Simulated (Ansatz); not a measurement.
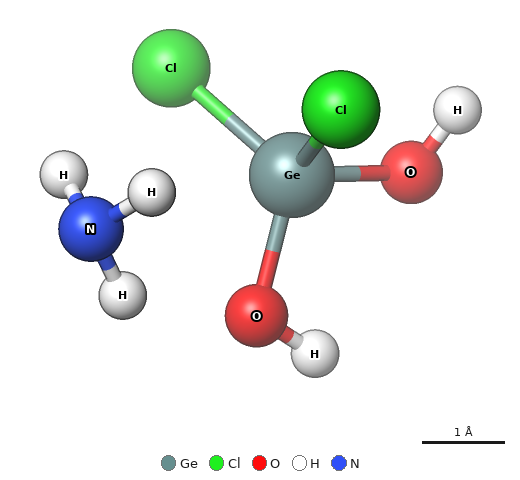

Starting structure of GeNH5O2Cl2. Style: ball-and-stick. Shown at a tilt.

The run prepares an end point of a later path (reaction) calculation, from a guessed geometry.

The calculation used RKS BLYP-D4/def2-SVP in Ansatz 0.2.0.

Input
```yaml
crystal:
  periodic: [false, false, false]
  atoms:
    - { symbol: Ge, position_ang: [-0.077124, -0.127995, 0.143498] }
    - { symbol: Cl, position_ang: [-0.167799, -0.42703, 2.334105] }
    - { symbol: Cl, position_ang: [1.942273, -0.544637, -0.574138] }
    - { symbol: O, position_ang: [-0.766785, 1.392721, -0.496564] }
    - { symbol: H, position_ang: [-1.600668, 1.164725, -0.962959] }
    - { symbol: O, position_ang: [-1.18182, -1.342754, -0.573489] }
    - { symbol: H, position_ang: [-1.185332, -2.177505, -0.064741] }
    - { symbol: "N", position_ang: [1.413065, 2.389264, 1.216558] }
    - { symbol: H, position_ang: [2.11672, 1.853413, 0.699366] }
    - { symbol: H, position_ang: [0.632375, 2.61413, 0.591385] }
    - { symbol: H, position_ang: [1.060895, 1.807667, 2.003577] }
basis:
  gaussian: { orbitals: def2-SVP }
hamiltonian:
  xc: blyp
  dispersion: d4
relax:
  f_tol: 0.03
  max_steps: 50
output:
  orbitals: {}
```

Launched with:
```bash
ansatz run input.yaml --threads 4 --pin off --max-ram 5120MiB --backend cpu --events-out ev --progress --plain --runs-dir out
```

**What does the optimiser find from here?**

H11 moves most after the best rigid fit: 0.25 Å. Largest moves by element: H 0.25 Å, N 0.22 Å, Ge 0.17 Å, O 0.16 Å, Cl 0.10 Å. Some distances before and after: Ge1–Cl2 2.213 → 2.183 Å, N8–H11 1.040 → 1.029 Å, Ge1–Cl3 2.183 → 2.175 Å, Ge1–O4 1.788 → 1.783 Å. Among the angles between lasting bonds that change: Cl2–Ge1–O4 117.0° → 113.3°, H9–N8–H10 109.3° → 105.8°, Cl3–Ge1–O6 108.0° → 111.2°. After 6 accepted moves (7 points after the start) the energy has fallen by 0.048 eV. Largest force component: 0.52 eV/Å at the start, 0.016 eV/Å at the end. The line search rejected the trial step at point 3 of the run. Cost: 15 s on 4 threads of Arm Neoverse V2, with other jobs on the host, peak memory 0.22 GiB.

The structure at the end:

```xyz
11

Ge   -0.1636   -0.2715    0.1199
Cl   -0.2351   -0.4717    2.2921
Cl    1.8797   -0.6202   -0.5381
O    -0.7509    1.3076   -0.4625
H    -1.6200    1.1786   -0.8987
O    -1.2895   -1.4472   -0.6181
H    -1.2063   -2.3392   -0.2247
N     1.5164    2.5778    1.2432
H     2.1724    1.9644    0.7415
H     0.7073    2.6941    0.6179
H     1.1755    2.0294    2.0440
```

After the run, drawn alike:

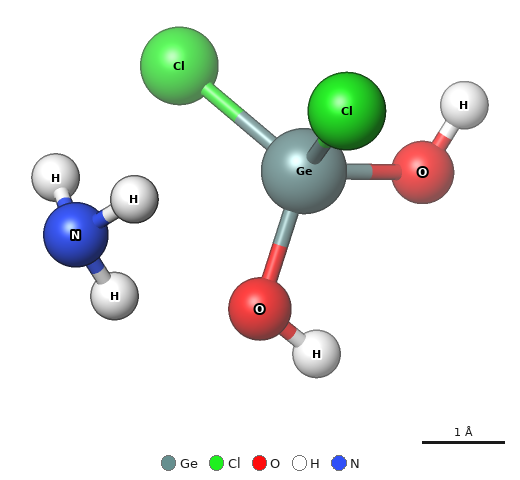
